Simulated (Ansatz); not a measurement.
**SiNH₈OF: nudged elastic band (part 2 of 2)**

SiNH₈OF; RKS PBE-D4/def2-SVP (Ansatz 0.2.0). The run did not end well. It belongs to a series of runs on one base structure; here: band between the two ends.

Geometry of the input (Å):
```
Si -0.8184  -1.1526  1.1630
H  0.5809  -1.6820  1.2624
H  -1.7285  -2.1837  0.5570
H  -1.3185  -0.8443  2.5529
N  -0.7800  0.2383  0.0665
H  1.0386  0.7706  -2.4961
O  1.2684  0.2263  -1.7199
H  1.6364  1.1856  -0.5686
F  1.5727  1.7570  0.2338
H  -0.1344  0.9925  0.3770
H  -1.6951  0.6485  -0.1532
H  0.3779  0.0436  -1.2747
```

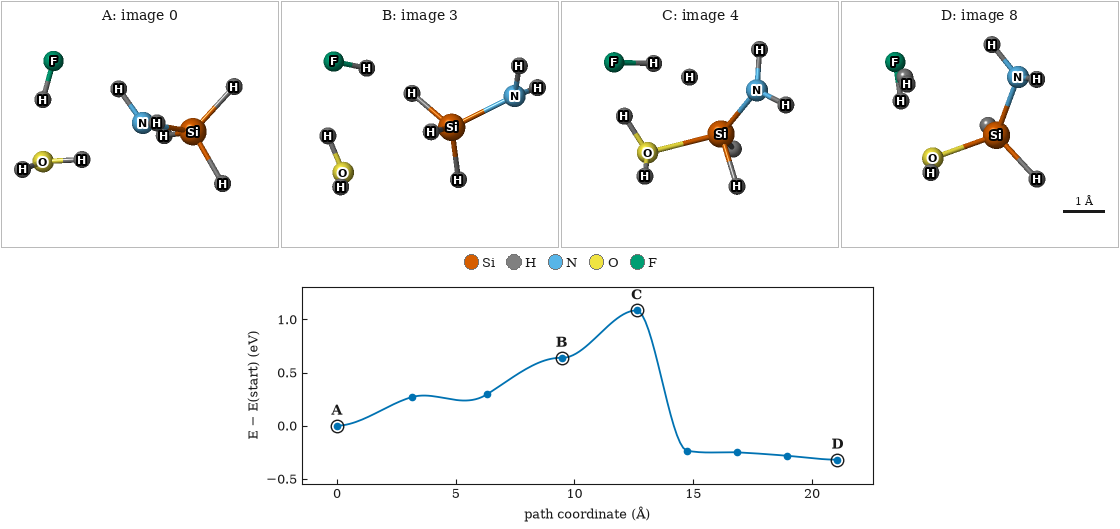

Fig. 1: Images of the last band (counted from 0; ball-and-stick, seen at a tilt) above the energy along the path; the line is a cubic interpolation that uses the forces. The highest image is number 4, 1.085 eV above the start and 1.405 eV above the end (the climbing image); the end lies 0.319 eV below the start. The path is 21.07 Å long. The band had not converged after 60 iterations.

```
Unfinished report: {"positions_ang":[[-0.3962472645614576,-0.6636202317806171,0.37011386732455914],[0.8695187728386439,0.32980646279271303,1.0026657375010262],[-1.3678987049568565,-1.4844319892959608,-0.4911560375766194],[0.01928824980544609,-1.6790290661276825,1.4036860723874849],[-1.4432811161809822,0.6955230642255494,0.5906542046855207],[1.4238251573611755,0.13279480948046687,-1.100915646137833],[0.8226499739460622,-0.7565926886233597,-1.0896798919181738],[1.4206885766032533,0.9201475561597781,0.3129699194854541],[1.946923659844213,1.27919224815786,-0.6100139799509936],[-1.2073310434803197,1.5019479917522722,1.1714714995602982],[-2.4391605680438726,0.6213313723932065,0.3737767753921643],[0.35112330682469334,-0.8972675291342256,-1.933570500752889]],"unchecked":["starts","cluster_reference","orbital_swaps","neighbouring_geometries","increment"],"mean_field":{"relativity":"none","state":{"energy":{"ev":-14243.262083400985,"hartree":-523.4302271351937},"converged":true,"gradient_ev":0.000019055423179657725,"stability":{"kind":"minimum","curvature_ev":95.78504747795567},"curvature_floor_ev":0.00030000000000000003,"spin_squared":-1.7763568394002505e-14},"others":[],"fillings":{"estimated":0,"unestimated":0,"tried":0,"untried":0,"excluded_magnetic_sites":0},"n_dropped_functions":0,"n_trapped_functions":0,"passes":{"evaluations":2,"products":16},"factors":{"origin":"density fitting in generated functions","count":1123,"bound_ev":null},"gradient_stop_ev":0.00009,"reference_kind":"stationary","functional":{"name":"PBE","citations":["Perdew, Burke & Ernzerhof, Phys. Rev. Lett. 77, 3865 (1996) doi:10.1103/PhysRevLett.77.3865"],"text":"name \"PBE\"\ncite \"Perdew, Burke & Ernzerhof, Phys. Rev. Lett. 77, 3865 (1996) doi:10.1103/PhysRevLett.77.3865\"\nparent pbe\nparameter kappa = 0.804\nparameter beta = 0.06672455060314922\nexchange = pbe_x(kappa = kappa, mu = beta*pi^2/3)\ncorrelation = pbe_c(beta = beta)\n","parameters":{"beta":{"value":0.06672455060314922,"default":0.06672455060314922},"kappa":{"value":0.804,"default":0.804}},"final_grid":{"core_spheres":13.0,"valence_spheres":11.0,"degree":36.0},"final_grid_parameter_source":"default","radial_points_factor":1.0,"radial_grid_error_ev":3.125828648923977e-7,"grid_sensitivity":"normal","grid_sensitivity_ratio":0.001870803151768979},"unsmoothed_excess_ev":-0.00003515179466881608,"symmetry":{"irreps":["A"],"axes":[[0.9994782681323733,0.029661423812245874,0.01278246723219663],[-0.029806110482763444,0.999492035018865,0.011281299204328585],[-0.012441354789617826,-0.011656409021590609,0.9998546598479803]],"occupied":[{"A":23},{"A":23}]},"density_repulsion":{"missed_ev":0.00011763130096825283,"excess_ev":0.00011763130096825283,"most_excess_ev":0.000598,"are_drawn_again":false,"n_first_factors":1123,"energy_change_ev":0.0,"n_dropped_ends":0},"direct_passes":"host"},"factors":{"origin":"density fitting in generated functions","count":1123,"bound_ev":null},"n_frozen":0,"n_occupied":[23,23],"n_virtual":[77,77],"reference":{"ev":-14243.262083400985,"hartree":-523.4302271351937},"dispersion":{"energy":{"ev":-0.19085472447343624,"hartree":-0.007013781758420174},"switches_in_reach":[]},"total":{"ev":-14243.452938125458,"hartree":-523.4372409169521},"forces_ev_per_angstrom":[[-0.00023408203813885323,0.00014038396480853949,0.00037368980739352353],[-0.00004911818940688678,0.00015106680887277957,-0.00017195921120641972],[8.673062248255653e-6,-0.00003351523895216667,0.0001081656849478588],[-0.00012415154874121097,-0.00008787237315432961,-0.000052061730418187686],[-3.032096080267041e-6,0.00003330222417497527,0.000017546364110823318],[0.000041955046330151535,0.0002409416775767028,0.000038479878038154454],[0.0003870473505152121,-0.0002632438643410404,-0.0004274771396765749],[-0.00006186207359406247,-0.00011112486856418953,0.0002775097618260211],[0.0000929988455467129,-0.00004789558218746583,-0.00020448566632013786],[0.000020626265767168406,-0.000021584620398426915,0.000021362547561956744],[-7.7872235826398e-6,-0.00008033424525004862,-0.00003248856920385238],[-0.00007126738914399835,0.00007987611739743812,0.000051718278003250705]],"charge_distribution":{"dipole_moment_e_ang":[-0.3061021325951256,0.03814143594912661,-0.2978231310292607],"mulliken_charges_e":[0.46241209182717036,-0.23181753669456362,-0.1662727486304285,-0.08016999093952948,-0.32238613394565796,0.23123755661333567,-0.2689783553748999,0.22568959595025018,-0.30387099115871763,0.12130811851861767,0.12427001846323227,0.20857837537119528],"lowdin_charges_e":[0.15508111935072755,-0.08077092918347173,-0.12402797274608868,-0.10685918052687726,0.025430328184276263,-0.09099007016527239,0.26900290748299227,-0.0643832897184824,0.0008104692040724615,0.0029621156434367357,0.005805924347582092,0.007938578127106855]},"n_threads":2,"memory_gib":2.556818182580173,"seconds":{"hamiltonian":1.346254163,"orbitals":0.0,"second_order":0.0,"solver_start":0.0,"cycles":0.0,"cycle":0.0,"perturbative":0.0,"full_ci_increment":0.0,"forces":0.0}}
this run last wrote the band of iteration 60 to [file]
Error: NEB band did not converge after 60 iterations: max|band force component| = 1.01e-1 eV/Å (threshold 3.0e-2); raise `neb.max_iterations` in a new run, which can start from the last band evaluated (`neb.initial_path`, with `crystal.atoms` and `neb.final_atoms` set to its first and last images), add images, or start from endpoints closer to local minima. Where this run's directory can be resumed (`checkpoint.write`), a resume goes on for up to `neb.max_iterations` more; to start a new run from the last band, take its images' positions from the `neb_iteration` event of iteration 60 (`data.images[].positions_ang`), in the event stream of the run that computed that iteration (not this run's, if it was resumed behind it). With `checkpoint.write`, `steps/00-neb/state/checkpoint.json` in the run directory holds the last saved band, under `neb.evaluated.images[].positions_ang` (a band under a hybrid functional on support functions is neither saved nor resumed: `neb.initial_path` says where its path is): check the last entry of `neb.iterations` there, which is earlier than 60 if that iteration was not saved or its write failed. If the band's step has no `state` directory and holds `state.next`, a write was cut short, and the file is under `state.next` instead (behind a loss of power it can be under `state.prev`)
this run wrote the band of iteration 60 to [file] as well, whether or not its events were kept: a new run's `neb.initial_path` can list its `images[].positions_ang`
a run's events are kept only if it was started with --events-out <file>, and are in that file
```

## The last band as extended XYZ (Å, eV, eV/Å)
```
12
Properties=species:S:1:pos:R:3:forces:R:3 image=0 energy=-14244.53835
Si   -0.8184   -1.1526    1.1630   -0.0016   0.0109   0.0096
H     0.5809   -1.6820    1.2624    0.0080  -0.0050  -0.0001
H    -1.7285   -2.1837    0.5570   -0.0037  -0.0056  -0.0057
H    -1.3185   -0.8443    2.5529    0.0000  -0.0001   0.0028
N    -0.7800    0.2383    0.0665   -0.0075   0.0068  -0.0077
H     1.0386    0.7706   -2.4961   -0.0017   0.0022  -0.0013
O     1.2684    0.2263   -1.7199    0.0021  -0.0096  -0.0022
H     1.6364    1.1856   -0.5686   -0.0061  -0.0076  -0.0129
F     1.5727    1.7570    0.2338    0.0059   0.0127   0.0183
H    -0.1344    0.9925    0.3770    0.0054  -0.0091  -0.0039
H    -1.6951    0.6485   -0.1532   -0.0046  -0.0031   0.0002
H     0.3779    0.0436   -1.2747    0.0037   0.0075   0.0028
12
Properties=species:S:1:pos:R:3:forces:R:3 image=1 energy=-14244.26871
Si   -0.6506   -0.9936    0.8759    0.0265  -0.0191   0.0318
H     0.8132   -1.1457    1.1973   -0.0077  -0.0089   0.0082
H    -0.8727   -1.7794   -0.4118    0.0124  -0.0260   0.0068
H    -1.4797   -1.6900    1.9224   -0.0225   0.0033  -0.0052
N    -0.9909    0.6888    0.7340   -0.0223  -0.0133   0.0186
H     1.4979   -0.7284   -1.3931    0.0288   0.0084  -0.0199
O     1.0586    0.0540   -1.7801   -0.0389  -0.0142   0.0437
H     1.2925    1.3044   -0.7967    0.0264  -0.0305  -0.0457
F     1.3683    1.9905   -0.1163    0.0142   0.0233   0.0290
H    -0.2251    1.3713    0.6486    0.0117   0.0020  -0.0638
H    -1.9201    1.0992    0.8118   -0.0053  -0.0016  -0.0088
H     0.1088   -0.1713   -1.6921   -0.0231   0.0767   0.0053
12
Properties=species:S:1:pos:R:3:forces:R:3 image=2 energy=-14244.24358
Si   -0.4708   -0.7395    0.7450   -0.0081  -0.0244   0.0063
H     1.0008   -0.7696    0.9643    0.0164  -0.1028   0.0202
H    -0.9890   -1.0349   -0.6238    0.0158  -0.0629   0.0054
H    -1.1409   -1.6686    1.7242   -0.0677  -0.0025   0.0455
N    -0.9047    0.9885    0.9884    0.0663   0.0336  -0.0410
H     1.4820   -0.1003   -1.4673   -0.0069   0.0287   0.0090
O     1.6128   -1.0632   -1.6267    0.0097   0.0235  -0.0101
H     0.1861    1.5016   -0.1635   -0.0771   0.0234   0.0250
F     0.8445    1.5513   -0.8952   -0.0566   0.0134   0.0436
H    -0.7175    1.3425    1.9359    0.0668   0.0531  -0.0474
H    -1.8771    1.2321    0.7593    0.0263  -0.0097  -0.0370
H     0.9738   -1.2401   -2.3405    0.0151   0.0266  -0.0196
12
Properties=species:S:1:pos:R:3:forces:R:3 image=3 energy=-14243.89931
Si   -0.6157   -0.2534    0.5031    0.0791   0.0348  -0.0286
H     0.7235    0.4547    0.7606   -0.0072  -0.0054   0.0262
H    -0.9504   -0.1865   -0.9515   -0.0048   0.0054  -0.0226
H    -0.4637   -1.6266    1.0785    0.0100   0.0104  -0.0202
N    -1.9381    0.5489    1.3002   -0.1089   0.0172   0.0696
H     1.8305   -0.4744   -1.3314   -0.0139  -0.0070  -0.0165
O     1.4921   -1.3778   -1.1385    0.0136  -0.0286   0.0280
H     1.3754    1.1397   -0.3050   -0.0351  -0.0148  -0.0145
F     1.8140    1.3566   -1.1304    0.0614   0.0253  -0.0301
H    -1.9525    0.6526    2.3176    0.0100  -0.0451   0.0125
H    -2.3462    1.3778    0.8620    0.0128   0.0039  -0.0233
H     1.0313   -1.6119   -1.9652   -0.0170   0.0039   0.0196
12
Properties=species:S:1:pos:R:3:forces:R:3 image=4 energy=-14243.45290
Si   -0.3962   -0.6636    0.3701   -0.0002   0.0001   0.0004
H     0.8695    0.3298    1.0027    0.0000   0.0002  -0.0002
H    -1.3679   -1.4844   -0.4912    0.0000   0.0000   0.0001
H     0.0193   -1.6790    1.4037   -0.0001  -0.0001  -0.0001
N    -1.4433    0.6955    0.5907    0.0000   0.0000   0.0000
H     1.4238    0.1328   -1.1009    0.0000   0.0002   0.0000
O     0.8226   -0.7566   -1.0897    0.0004  -0.0003  -0.0004
H     1.4207    0.9201    0.3130   -0.0001  -0.0001   0.0003
F     1.9469    1.2792   -0.6100    0.0001   0.0000  -0.0002
H    -1.2073    1.5019    1.1715    0.0000   0.0000   0.0000
H    -2.4392    0.6213    0.3738    0.0000  -0.0001   0.0000
H     0.3511   -0.8973   -1.9336   -0.0001   0.0001   0.0001
12
Properties=species:S:1:pos:R:3:forces:R:3 image=5 energy=-14244.77141
Si   -0.6470   -0.9620    0.2515   -0.0095  -0.0154  -0.0094
H     1.4335    1.2261    1.8077    0.0258   0.0264   0.0342
H    -1.7041   -1.9906   -0.0267   -0.0159  -0.0158   0.0083
H     0.0985   -1.1852    1.5220    0.0064   0.0053  -0.0090
N    -1.4344    0.5711    0.2629    0.0024  -0.0080  -0.0023
H     1.3407    0.2621   -1.0606   -0.0062   0.0138  -0.0023
O     0.5919   -1.1700   -0.9368   -0.0127  -0.0087  -0.0041
H     1.5956    1.2868    1.0556    0.0086   0.0111   0.0348
F     1.5682    1.2006   -1.0632   -0.0161   0.0012  -0.0125
H    -0.8667    1.4181    0.3628    0.0178  -0.0109  -0.0142
H    -2.2352    0.7375   -0.3501    0.0094   0.0049  -0.0164
H     0.2590   -1.3947   -1.8252   -0.0099  -0.0038  -0.0070
12
Properties=species:S:1:pos:R:3:forces:R:3 image=6 energy=-14244.78873
Si   -0.6022   -1.0553    0.5141   -0.0001  -0.0013  -0.0005
H     0.8496    2.9304    0.5505   -0.0022   0.0056  -0.0038
H    -1.7198   -2.0552    0.5865   -0.0009  -0.0005  -0.0008
H     0.2385   -0.9794    1.7426    0.0009  -0.0029  -0.0007
N    -1.3180    0.4720    0.1774    0.0010  -0.0001   0.0012
H     1.5692   -0.4085   -0.7393    0.0011  -0.0020   0.0017
O     0.5335   -1.6431   -0.6471   -0.0010  -0.0015  -0.0016
H     1.1828    2.3194    0.2171   -0.0015   0.0034  -0.0016
F     1.9935    0.4498   -0.6204    0.0026  -0.0021   0.0045
H    -0.7322    1.3115    0.1421    0.0014  -0.0003   0.0023
H    -2.1434    0.5565   -0.4181    0.0006   0.0012   0.0015
H     0.1486   -1.8983   -1.5056   -0.0018   0.0005  -0.0022
12
Properties=species:S:1:pos:R:3:forces:R:3 image=7 energy=-14244.82062
Si   -0.6450   -1.0141    0.7726   -0.0004  -0.0014  -0.0001
H     0.7249    2.6559   -1.5106    0.0003  -0.0032  -0.0107
H    -1.7452   -2.0312    0.6774   -0.0005  -0.0016  -0.0040
H    -0.0154   -0.9238    2.1201   -0.0012  -0.0055   0.0013
N    -1.3268    0.4948    0.3018    0.0002   0.0007   0.0036
H     1.6553   -0.3091   -0.0541    0.0001   0.0021   0.0037
O     0.6747   -1.5828   -0.1887    0.0003   0.0013  -0.0015
H     1.0738    2.0975   -1.1081    0.0000  -0.0022  -0.0061
F     1.9577    0.5701    0.2126   -0.0006   0.0021   0.0075
H    -0.7362    1.3313    0.2889    0.0005   0.0009   0.0061
H    -2.0580    0.5423   -0.4101    0.0005   0.0027   0.0032
H     0.4401   -1.8312   -1.1017    0.0008   0.0042  -0.0030
12
Properties=species:S:1:pos:R:3:forces:R:3 image=8 energy=-14244.85746
Si   -0.6690   -0.9469    0.7978   -0.0054   0.0040   0.0055
H     0.8788    1.3131   -2.3922   -0.0018  -0.0015  -0.0118
H    -1.6690   -1.9840    0.3764   -0.0003   0.0002  -0.0004
H    -0.2222   -1.0774    2.2146    0.0013  -0.0024   0.0003
N    -1.3756    0.6016    0.5212    0.0018  -0.0104  -0.0111
H     1.5516    0.1536    0.2745    0.0033   0.0038   0.0047
O     0.8121   -1.2451   -0.0467    0.0024  -0.0029  -0.0084
H     1.0600    1.2892   -1.6437    0.0009   0.0033   0.0107
F     1.6628    1.0824    0.5286    0.0001  -0.0029  -0.0030
H    -0.7621    1.4106    0.6700    0.0031   0.0024   0.0018
H    -1.9832    0.7484   -0.2880   -0.0044   0.0042   0.0031
H     0.7159   -1.3456   -1.0126   -0.0009   0.0023   0.0086
```

## What the run reported

```tsv
quantity	value
outcome	not converged
barrier, forward (band not converged)	1.085 eV
barrier, backward	1.405 eV
wall time	11 min (CPU time 21 min)
peak memory	0.13 GiB
```

## Diagnosis

The run did not converge: “NEB band did not converge after 60 iterations: max|band force component| = 1.01e-1 eV/Å (threshold 3.0e-2); raise `neb.max_iterations` in a new run, which can start from the last band evaluated (`neb.initial_path`, with `crystal.atoms` and `neb.final_atoms` set to its first and last images), add images, or start from endpoints closer to local minima …” Its last values are not results.
